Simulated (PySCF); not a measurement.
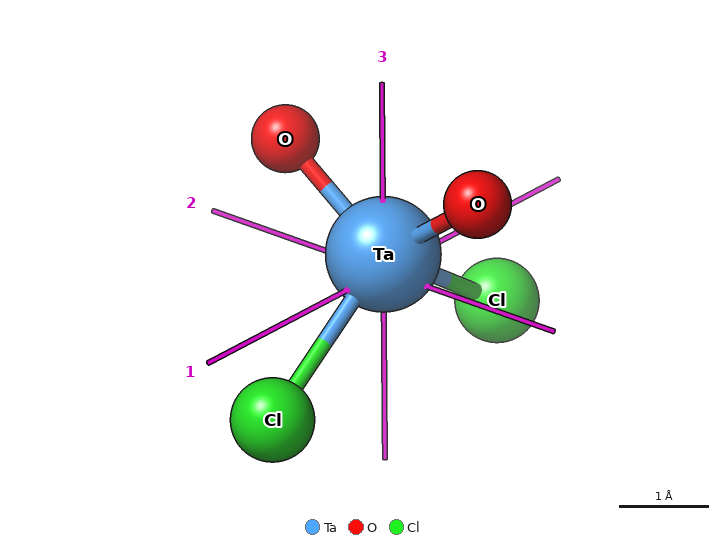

The three principal axes of inertia are drawn and numbered. Distant atoms are faded towards the background colour. State: charge −1, singlet. Computed geometry: PBE0-D3(BJ)/def2-SVP optimisation. No frequency run is at hand to confirm it as a minimum. Masses are those of the most abundant isotopes; constants are for the rigid equilibrium geometry.

> Which line is the a axis (least moment of inertia), which b and which c?

a is line 1, b is line 3, c is line 2; the moments are 209, 339, 422 u Å².

> Classify the rotor and give the rotational constants (GHz).

An asymmetric top (C2v): A = 2.41, B = 1.49, C = 1.20 GHz. Ray's parameter κ is −0.52, nearer the prolate limit.
